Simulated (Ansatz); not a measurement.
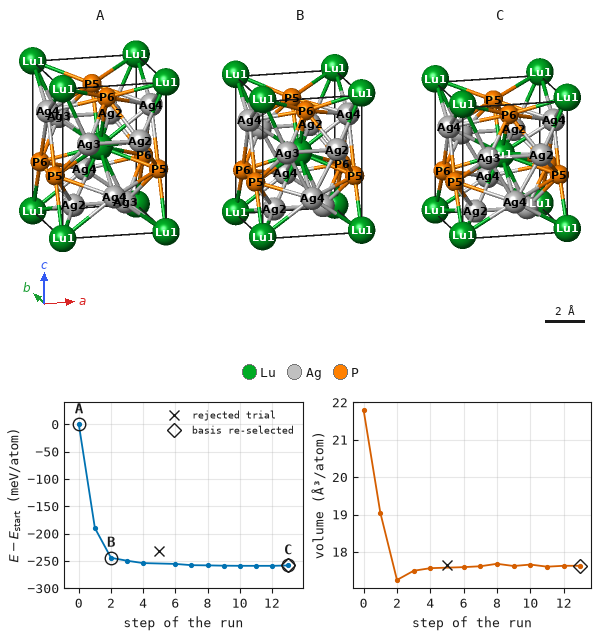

Frames of a relaxation of crystalline LuAg₃P₂ (built on the PrCu3Pd2-44 type type), marked on the history of the run. A ball-and-stick model of the conventional cell (2 times the calculation's cell), seen slightly off an axis. Lengths and directions refer to the drawn axes.

All numbers below come from DFT, PBEsol, plane waves, PAW in Ansatz 0.2.0. Settings: plane-wave cutoff 420 eV; k-point mesh 6 × 6 × 6; occupations fermi dirac; smearing width 0.03 eV; no spin polarisation; cell and atoms relaxed; force threshold 0.01 eV/Å; at most 120 steps.

Q: What happens along the run?

A: The largest moves relative to the cell, 0.21 Å, are those of P5 and P6. P6 goes roughly along [0 −3 1]. Largest moves by element: P 0.21 Å, Lu 0.17 Å, Ag 0.13 Å. The volume changes by −19.1 %, with a 5.497 → 5.563 Å (+1.2 %), b 5.986 → 5.469 Å (−8.6 %), c 7.948 → 6.953 Å (−12.5 %). Near-neighbour distances that change, for instance: P5–P6 3.016 → 2.338 Å, Ag4–P5 3.398 → 2.857 Å, Ag2–Ag4 3.188 → 2.786 Å, Lu1–P5 3.311 → 2.917 Å. Bond angles that change, for instance: Lu1–Ag4–Lu1 107.1° → 120.5°, Lu1–Ag4–Lu1 114.0° → 110.8°, Lu1–Ag4–Lu1 108.9° → 106.4°. The space group stays Imm2 (No. 44). The energy falls by 258 meV per atom in 11 accepted moves (13 points after the start). The largest force component goes from 0.35 to 0.0035 eV/Å. Pressure: −12.93 GPa at the start and −0.02 GPa at the end. The line search rejected the trial step at point 5 of the run. The SCF was repeated once at an unchanged geometry on a basis and grid sized afresh for the cell, which shifted the energy by 0.7 meV per atom at most. Cost: 4.5 min on 2 threads of Intel(R) Xeon(R) Platinum 8488C (Sapphire Rapids), with other jobs on the host, peak memory 0.65 GiB. From step 0 to 2: Lu and Ag atoms move most (0.10 Å), volume −20.9 %, energy −244 meV per atom. From step 2 to 13: P atoms move most (0.18 Å), volume +2.2 %, energy −14.0 meV per atom.
